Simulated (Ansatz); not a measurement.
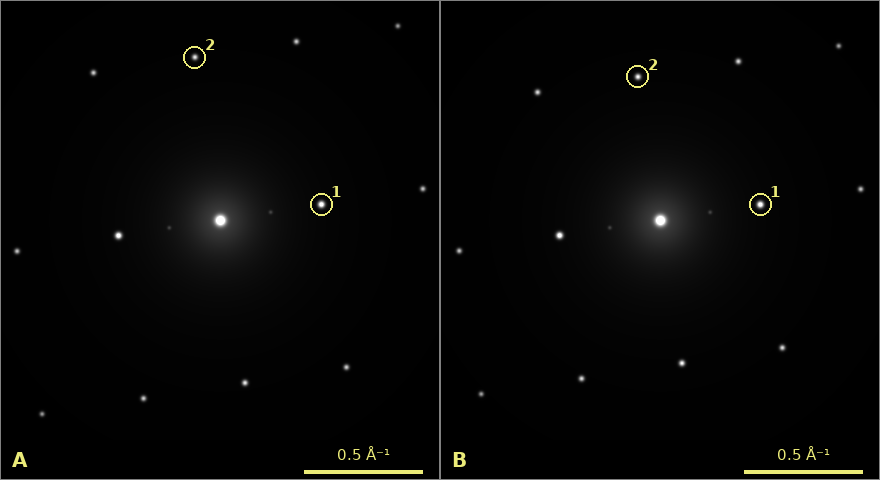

Kinematic electron diffraction patterns (200 kV, B = 0.5 Å², same scale) along [001] of the run's own cell, for the start and the end of one relaxation of SbMo3 with DFT, PAW plane waves, pbesol, spin-orbit (Ansatz 0.2.0). k mesh 6×4×4. The start is a generated model structure, and the relaxation ends in the nearest stationary point of its symmetry, not necessarily the ground state. Spot 1 is 0 -2 0 and spot 2 is 2 0 0 in both.

Start structure:

```
CELL_PARAMETERS angstrom
2.84595 0.00000 0.00000
0.00000 4.56790 0.00000
0.00000 0.00000 4.93310
ATOMIC_POSITIONS crystal
Sb 0.00000 0.00000 0.97512
Mo 0.50000 0.00000 0.50000
Mo 0.00000 0.50000 0.64808
Mo 0.50000 0.50000 0.16016
```

Question: Which pattern belongs to the start structure, and which to the relaxed one?

Answer: A is the start: its cell gives d(1) = 2.284 Å, d(2) = 1.423 Å and an angle of 90.0°. B is the relaxed structure, with d(1) = 2.308 Å (+1.1 %), d(2) = 1.618 Å (+13.7 %) and 90.0°.

Question: Summarise the relaxation behind the change.

Answer: The volume changed by +2.8 % to 16.48 Å³ an atom; with the mean shift removed, the atoms moved by up to 0.20 Å relative to the cell (Sb most); the space group stayed Pmm2 (No. 25); the free energy fell by 190 meV an atom. Relaxed cell: a = 3.237 Å, b = 4.617 Å, c = 4.411 Å, α = 90.00°, β = 90.00°, γ = 90.00°.
